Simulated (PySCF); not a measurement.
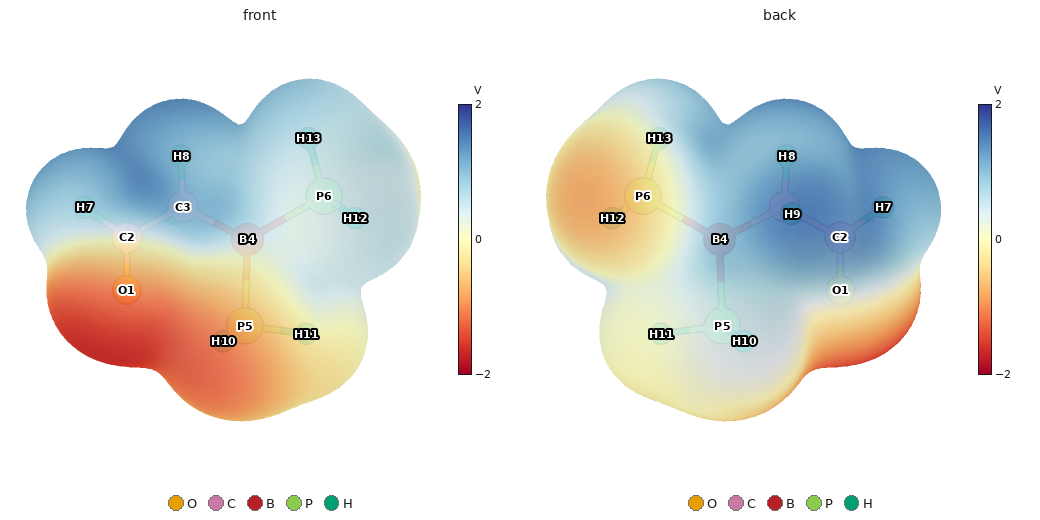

*C2H7BOP2 (SMILES O=CCB(P)P). The molecular electrostatic potential painted on the density surface at 0.002 e/bohr³, seen from the front and from behind; the colour scale runs from red (negative) to blue (positive).*

Geometry: GFN2-xTB, coordinate held.

The calculation used PySCF, BP86/pcSseg-1, SCF density, in a chloroform solvent model, non-relativistic.

```yaml
atoms:
  - { symbol: O, position_ang: [-1.2130, -0.6650, 1.9499] }
  - { symbol: C, position_ang: [-1.7636, -0.3763, 0.9228] }
  - { symbol: C, position_ang: [-1.0677, -0.1892, -0.3913] }
  - { symbol: B, position_ang: [0.4770, 0.1387, -0.2111] }
  - { symbol: P, position_ang: [1.3326, -0.4524, 1.3981] }
  - { symbol: P, position_ang: [1.4416, 0.9647, -1.5923] }
  - { symbol: H, position_ang: [-2.8598, -0.2288, 0.8998] }
  - { symbol: H, position_ang: [-1.6265, 0.5202, -1.0077] }
  - { symbol: H, position_ang: [-1.1540, -1.1521, -0.9098] }
  - { symbol: H, position_ang: [1.0699, -1.7582, 0.9958] }
  - { symbol: H, position_ang: [2.5385, -0.5560, 0.6854] }
  - { symbol: H, position_ang: [2.2684, 1.7677, -0.8319] }
  - { symbol: H, position_ang: [0.5622, 1.9725, -1.9420] }
```

> Describe the electrostatic potential map.

The most negative region (about −1.7 V, or −39 kcal/mol for a unit charge) lies over O1, the most positive (about +1.6 V, or +37 kcal/mol for a unit charge) over C2 and H9. O1 is the likeliest acceptor of a hydrogen bond.
